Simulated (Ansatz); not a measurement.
The starting structures come from a database of crystals and need not be the phases stable at ambient conditions.

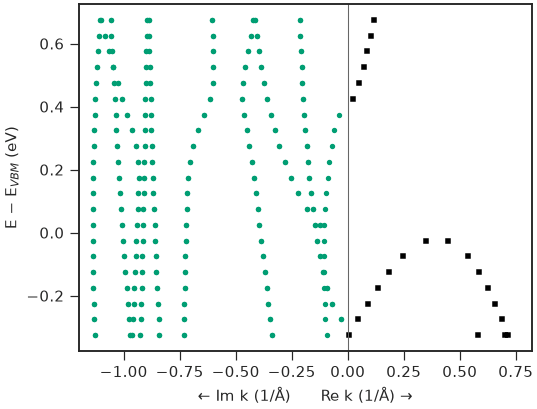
Figure. Complex bands at the centre of the two-dimensional zone; PBEsol (Ansatz, an electronic-structure program)

The gap is the functional's own, uncorrected, and κ follows it; spin-orbit coupling is left out. Mid-gap values are interpolated between the computed energies.

**Question.** This is Ag3SI (R3, not sure to be the ambient phase, 5 atoms a cell, 24.4 Å³ an atom, -4 GPa at this level) along the normal of (001). Read off the slowest decay at the centre of the two-dimensional zone at 0.23 eV, the computed energy nearest the middle of the gap.

**Answer.** κ ≈ 0.08 1/Å, a decay length 1/(2κ) of the density of 6.1 Å.
